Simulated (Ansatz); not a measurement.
# Geometry relaxation of AlBH3ClOF2 (part 2 of 2)

The same run, continued: AlBH3ClOF2; RKS PBE0-D4/6-31G* (Ansatz 0.2.0). It belongs to a series of runs on one base structure; here: end point B relaxed.

Geometry of the input (Å):
```
B  -0.1579  -0.2807  -0.4461
F  -0.0345  -0.3149  2.0707
F  0.8767  0.5344  -0.4993
Cl -1.7731  0.3849  -0.7345
O  0.0364  -1.6277  -0.2781
Al -0.9616  -3.0158  -0.5686
H  -0.8274  -4.1537  0.5279
H  -1.7842  -3.0693  -1.9210
H  0.4976  -1.0277  1.7948
```

## Trajectory as extended XYZ, continued
```
9
Properties=species:S:1:pos:R:3:forces:R:3 step=8 energy=-27314.08800
B    -0.1722   -0.1998   -0.5453    0.0890   0.0659   0.1941
F     0.0839   -0.7932    2.2631    0.1461  -0.2019  -0.2888
F     0.7814    0.7127   -0.5032   -0.1626  -0.1211  -0.0675
Cl   -1.8276    0.3192   -0.9287    0.0236   0.0362  -0.0488
O     0.0818   -1.4912   -0.2841    0.0564  -0.0643  -0.0672
Al   -0.9521   -2.8986   -0.4783   -0.0465  -0.0071   0.0469
H    -0.9812   -3.8500    0.7915    0.0033   0.0641  -0.1103
H    -1.6163   -3.1263   -1.8984    0.0382  -0.0010   0.0699
H     0.4744   -1.2433    1.5291   -0.1474   0.2292   0.2718
9
Properties=species:S:1:pos:R:3:forces:R:3 step=9 energy=-27314.07881 accepted=F
B    -0.1790   -0.1867   -0.5196    0.0189  -0.2277  -0.3798
F     0.0747   -0.8829    2.2803    0.3158  -0.1959  -0.5808
F     0.7691    0.7260   -0.5244   -0.0353   0.0558   0.1498
Cl   -1.8320    0.3083   -0.9523   -0.0013   0.0398   0.1033
O     0.0933   -1.4821   -0.2947    0.0134   0.1250   0.1405
Al   -0.9667   -2.8756   -0.4646    0.0103  -0.1015   0.0344
H    -1.0080   -3.8138    0.8177   -0.0267   0.0928  -0.1380
H    -1.5877   -3.1425   -1.9003    0.0231   0.0288   0.1113
H     0.5085   -1.2211    1.5037   -0.3180   0.1829   0.5594
9
Properties=species:S:1:pos:R:3:forces:R:3 step=10 energy=-27314.09273
B    -0.1695   -0.2091   -0.5228   -0.0937  -0.1055  -0.0076
F     0.0627   -0.7634    2.2415    0.0383  -0.0385  -0.0484
F     0.7868    0.6920   -0.4973    0.0703   0.0923   0.0068
Cl   -1.8177    0.3258   -0.9157   -0.0026   0.0095  -0.0044
O     0.0824   -1.5045   -0.2787    0.0473  -0.0079  -0.0199
Al   -0.9552   -2.9049   -0.4786   -0.0229  -0.0093   0.0078
H    -0.9674   -3.8815    0.7628   -0.0004   0.0158  -0.0078
H    -1.6309   -3.1198   -1.8900    0.0037   0.0061   0.0065
H     0.4808   -1.2050    1.5247   -0.0401   0.0375   0.0671
9
Properties=species:S:1:pos:R:3:forces:R:3 step=11 energy=-27314.09408
B    -0.1722   -0.2113   -0.5263   -0.0326  -0.0670  -0.0171
F     0.0730   -0.7822    2.2497    0.0176  -0.0220  -0.0411
F     0.7733    0.7025   -0.4952    0.0395   0.0644   0.0107
Cl   -1.8271    0.3098   -0.9147   -0.0084  -0.0053   0.0042
O     0.0947   -1.5049   -0.2946    0.0354   0.0256   0.0107
Al   -0.9600   -2.8947   -0.4818   -0.0146  -0.0162  -0.0054
H    -0.9937   -3.8453    0.7775   -0.0133  -0.0028   0.0015
H    -1.6128   -3.1304   -1.9006   -0.0024   0.0047   0.0094
H     0.4970   -1.2139    1.5319   -0.0211   0.0185   0.0270
9
Properties=species:S:1:pos:R:3:forces:R:3 step=12 energy=-27314.09567
B    -0.1741   -0.2133   -0.5307    0.0654  -0.0039  -0.0247
F     0.0842   -0.8275    2.2523    0.0234  -0.0159  -0.0615
F     0.7458    0.7292   -0.4877   -0.0396  -0.0225   0.0131
Cl   -1.8454    0.2705   -0.9098    0.0014  -0.0301   0.0196
O     0.1262   -1.5027   -0.3216    0.0247   0.0670   0.0324
Al   -0.9579   -2.8764   -0.4854   -0.0623  -0.0149   0.0141
H    -1.0576   -3.7753    0.8113   -0.0032   0.0064  -0.0422
H    -1.5799   -3.1454   -1.9140    0.0190  -0.0030   0.0278
H     0.5307   -1.2295    1.5313   -0.0287   0.0169   0.0216
9
Properties=species:S:1:pos:R:3:forces:R:3 step=13 energy=-27314.09732
B    -0.1729   -0.2183   -0.5331    0.2046   0.0725   0.0308
F     0.0969   -0.8668    2.2404    0.0512  -0.0270  -0.1024
F     0.7150    0.7586   -0.4736   -0.1617  -0.1764  -0.0139
Cl   -1.8672    0.2213   -0.8862    0.0333  -0.0798   0.0281
O     0.1655   -1.5029   -0.3534   -0.0361   0.1594   0.0406
Al   -0.9698   -2.8459   -0.4846   -0.0499  -0.0742   0.0032
H    -1.1374   -3.6978    0.8455   -0.0061   0.0756  -0.1258
H    -1.5275   -3.1714   -1.9327    0.0203   0.0140   0.0895
H     0.5694   -1.2473    1.5235   -0.0555   0.0361   0.0499
9
Properties=species:S:1:pos:R:3:forces:R:3 step=14 energy=-27314.10146
B    -0.1682   -0.2262   -0.5265    0.1597   0.0482   0.0548
F     0.1075   -0.8652    2.2232    0.0824  -0.0511  -0.1364
F     0.6963    0.7690   -0.4621   -0.1319  -0.1462  -0.0284
Cl   -1.8792    0.1780   -0.8597    0.0497  -0.0972   0.0279
O     0.1928   -1.5063   -0.3646   -0.0480   0.1162   0.0389
Al   -0.9704   -2.8323   -0.4888   -0.0895  -0.0615   0.0013
H    -1.1915   -3.6560    0.8572    0.0170   0.1111  -0.1845
H    -1.5012   -3.1769   -1.9464    0.0433   0.0164   0.1335
H     0.5859   -1.2546    1.5134   -0.0825   0.0641   0.0929
9
Properties=species:S:1:pos:R:3:forces:R:3 step=15 energy=-27314.12533
B    -0.1511   -0.2576   -0.4994    0.1199  -0.1358   0.1342
F     0.1411   -0.8368    2.1729    0.1494  -0.1023  -0.1957
F     0.6452    0.7882   -0.4341   -0.1176  -0.0942  -0.0693
Cl   -1.9130    0.0361   -0.7643    0.1606  -0.1885   0.0308
O     0.2712   -1.5247   -0.3882   -0.1757   0.1948  -0.0016
Al   -0.9924   -2.7801   -0.5084   -0.1312  -0.0512   0.0020
H    -1.3436   -3.5343    0.8671    0.0656   0.2089  -0.3385
H    -1.4201   -3.1986   -1.9913    0.0668   0.0572   0.2592
H     0.6347   -1.2626    1.4914   -0.1379   0.1112   0.1788
9
Properties=species:S:1:pos:R:3:forces:R:3 step=16 energy=-27314.16449
B    -0.1499   -0.2936   -0.4724    0.4072  -0.0364   0.1708
F     0.2079   -0.7872    2.1565    0.1634  -0.1714  -0.2379
F     0.5892    0.7995   -0.4258   -0.3114  -0.3181  -0.0802
Cl   -1.9447   -0.1062   -0.6912    0.2053  -0.2203   0.0184
O     0.3252   -1.5441   -0.3981   -0.2602   0.3117  -0.0192
Al   -1.0052   -2.7418   -0.5456   -0.2695   0.0261   0.0812
H    -1.4821   -3.3989    0.8493    0.1381   0.1726  -0.4239
H    -1.3510   -3.2126   -2.0372    0.0828   0.0514   0.2962
H     0.6826   -1.2856    1.5104   -0.1556   0.1844   0.1946
9
Properties=species:S:1:pos:R:3:forces:R:3 step=17 energy=-27314.19749
B    -0.1305   -0.3263   -0.4178    1.0127   0.1555  -0.1989
F     0.2475   -0.7763    2.1362    0.1139  -0.0668  -0.2096
F     0.5449    0.8169   -0.4415   -0.6441  -0.6753   0.0893
Cl   -1.9536   -0.2864   -0.6194   -0.0607   0.0999   0.0311
O     0.3778   -1.5587   -0.4020   -0.3329   0.5551   0.1470
Al   -1.0854   -2.6223   -0.5715   -0.0795  -0.6062   0.0103
H    -1.6005   -3.2958    0.8039    0.1154   0.2449  -0.3939
H    -1.2681   -3.2444   -2.0494   -0.0164   0.2397   0.3691
H     0.7400   -1.2773    1.5073   -0.1086   0.0531   0.1557
9
Properties=species:S:1:pos:R:3:forces:R:3 step=18 energy=-27314.20095
B    -0.1240   -0.3532   -0.4424    0.6869   0.3386   0.5208
F     0.2862   -0.6754    2.0919    0.3273  -0.5226  -0.3262
F     0.5142    0.8055   -0.4270   -0.4467  -0.5714  -0.1830
Cl   -1.9498   -0.3496   -0.6023   -0.1317   0.2055  -0.1393
O     0.3921   -1.5729   -0.3509   -0.1096   0.0558  -0.2625
Al   -1.0477   -2.6622   -0.5682   -0.2386  -0.1515  -0.1555
H    -1.6384   -3.2827    0.7772    0.1567   0.0089  -0.1742
H    -1.2932   -3.1655   -2.0756    0.1078   0.0538   0.3521
H     0.7326   -1.3145    1.5432   -0.3522   0.5828   0.3679
9
Properties=species:S:1:pos:R:3:forces:R:3 step=19 energy=-27314.22626
B    -0.1223   -0.3397   -0.4136    0.3398   0.1176  -0.1444
F     0.2510   -0.7036    2.1171    0.2931  -0.3887  -0.4229
F     0.5442    0.7960   -0.4537   -0.2760  -0.3343   0.0661
Cl   -1.9469   -0.2722   -0.6214    0.0831  -0.0581   0.0586
O     0.3744   -1.5724   -0.3704   -0.0925   0.1721   0.0927
Al   -1.0439   -2.6817   -0.5619   -0.2091   0.0215  -0.1171
H    -1.5804   -3.3375    0.7845    0.0878   0.0542  -0.1251
H    -1.3117   -3.1710   -2.0563    0.0621   0.0228   0.1977
H     0.7078   -1.2886    1.5215   -0.2882   0.3929   0.3945
9
Properties=species:S:1:pos:R:3:forces:R:3 step=20 energy=-27314.23783
B    -0.1167   -0.3454   -0.4155    0.3537  -0.0094   0.0116
F     0.2503   -0.7071    2.1107    0.1924  -0.2081  -0.2474
F     0.5416    0.7910   -0.4386   -0.2236  -0.1854   0.0052
Cl   -1.9466   -0.2914   -0.6103   -0.0118   0.0206  -0.0079
O     0.3739   -1.5774   -0.3655   -0.0846   0.2144  -0.0241
Al   -1.0754   -2.6502   -0.5724   -0.0481  -0.1660   0.0053
H    -1.5826   -3.3275    0.7710    0.0147   0.0665  -0.0834
H    -1.2964   -3.1905   -2.0502    0.0023   0.0665   0.0917
H     0.7238   -1.2720    1.5167   -0.1949   0.2009   0.2491
9
Properties=species:S:1:pos:R:3:forces:R:3 step=21 energy=-27314.24112
B    -0.1155   -0.3533   -0.4125    0.1707   0.1068  -0.0258
F     0.2627   -0.6864    2.1069    0.0526  -0.0473  -0.0588
F     0.5324    0.7867   -0.4395   -0.1320  -0.1223   0.0173
Cl   -1.9499   -0.2951   -0.6149   -0.0054  -0.0050   0.0113
O     0.3688   -1.5821   -0.3665    0.0024   0.0286   0.0044
Al   -1.0833   -2.6521   -0.5774   -0.0414  -0.1374   0.0218
H    -1.5980   -3.3396    0.7603    0.0300   0.0841  -0.0972
H    -1.2941   -3.1831   -2.0582   -0.0065   0.0477   0.0739
H     0.7490   -1.2654    1.5475   -0.0705   0.0448   0.0530
9
Properties=species:S:1:pos:R:3:forces:R:3 step=22 energy=-27314.24358
B    -0.1101   -0.3588   -0.4102    0.0738   0.0594  -0.0112
F     0.2697   -0.6716    2.1000    0.0308  -0.0583  -0.0547
F     0.5254    0.7845   -0.4366   -0.0412  -0.0059   0.0035
Cl   -1.9470   -0.3110   -0.6063   -0.0374   0.0248   0.0030
O     0.3772   -1.5852   -0.3686    0.0218  -0.0433   0.0184
Al   -1.0798   -2.6524   -0.5780   -0.0094  -0.0517  -0.0224
H    -1.5972   -3.3259    0.7557    0.0071   0.0161   0.0013
H    -1.2961   -3.1738   -2.0560   -0.0062   0.0072   0.0134
H     0.7299   -1.2763    1.5458   -0.0393   0.0517   0.0487
9
Properties=species:S:1:pos:R:3:forces:R:3 step=23 energy=-27314.24406
B    -0.1071   -0.3583   -0.4118    0.0051   0.0010   0.0060
F     0.2598   -0.6778    2.0958    0.0202  -0.0296  -0.0251
F     0.5253    0.7856   -0.4363   -0.0047   0.0203  -0.0022
Cl   -1.9466   -0.3086   -0.6043    0.0080  -0.0002  -0.0006
O     0.3804   -1.5855   -0.3695    0.0031  -0.0178  -0.0071
Al   -1.0759   -2.6554   -0.5771   -0.0048   0.0093  -0.0087
H    -1.5921   -3.3210    0.7592    0.0029  -0.0036   0.0134
H    -1.2999   -3.1724   -2.0539   -0.0028  -0.0061  -0.0047
H     0.7282   -1.2771    1.5437   -0.0270   0.0268   0.0290
```

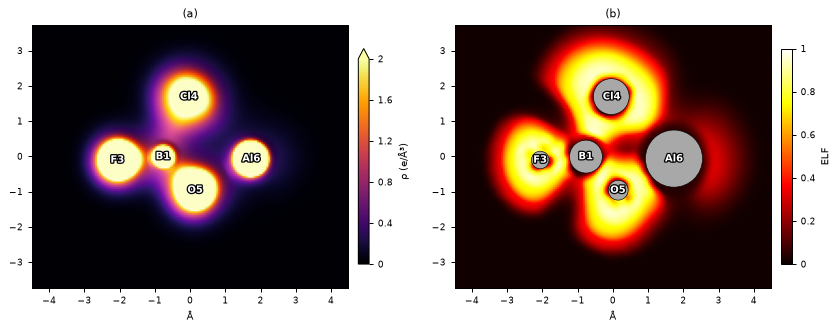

*(a) electron density; (b) electron localisation function on the plane of atoms B1, Al6 and O5. Grey discs, where drawn, cover atomic cores.*

The section cuts through B, F, Cl, O and Al sites. B–F (1.31 Å): ρ at the midpoint is about 2.3 e/Å³; the ELF peaks at about 0.85 between the atoms (a shared but strongly polarised pair). B–O (1.32 Å): ρ at the midpoint is about 2.3 e/Å³; the ELF peaks at about 0.90 between the atoms, which marks a shared but strongly polarised pair. Al–O (1.82 Å): ρ is about 0.67 e/Å³ halfway; the ELF peaks at about 0.85 in the valence shell of O, 0.6 Å from its nucleus, and is about 0.50 at the midpoint.

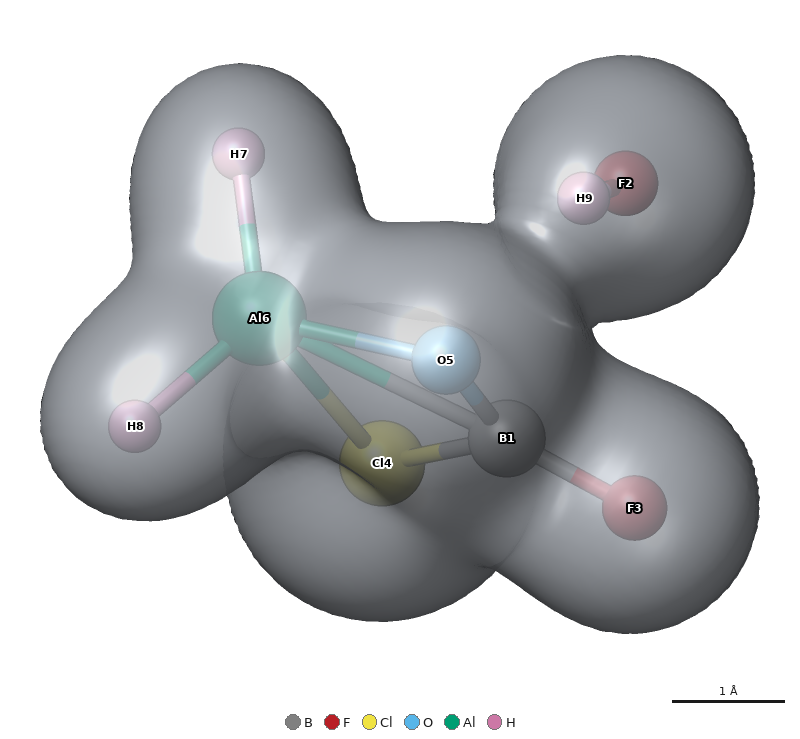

*Isosurface of the electron density at 0.1 e/Å³ (grey), seen face on.*

At this value the surface is in one piece. On the grid the lowest density along these lines, outside the cores, is 0.12 e/Å³ (B···F, 2.55 Å), 1.6 e/Å³ (B–F, 1.31 Å), 1.7 e/Å³ (B–O, 1.32 Å) and 0.55 e/Å³ (Al–O, 1.82 Å).

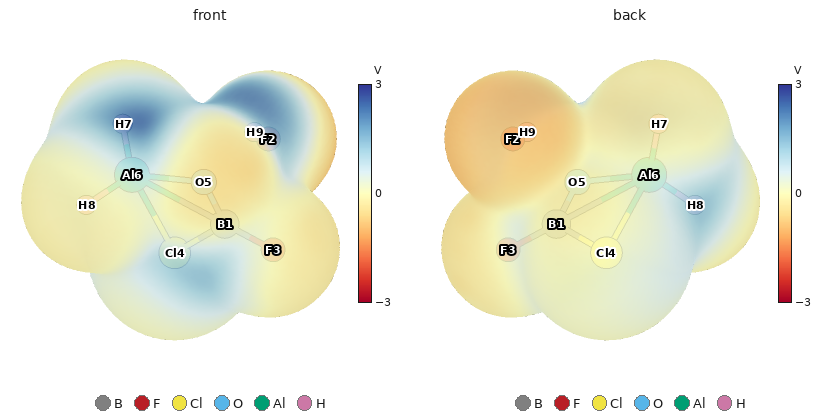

*The molecular electrostatic potential painted on the density surface at 0.001 e/bohr³, seen at a tilt and from behind; red is negative and blue positive.*

## Results in brief

```csv
quantity,value
outcome,converged
total energy,−27314.2441 eV
mean-field energy,−27314.0646 eV
largest force (length of the vector) at the end,0.048 eV/Å
wall time,68 s (CPU time 2.2 min)
peak memory,0.23 GiB
```
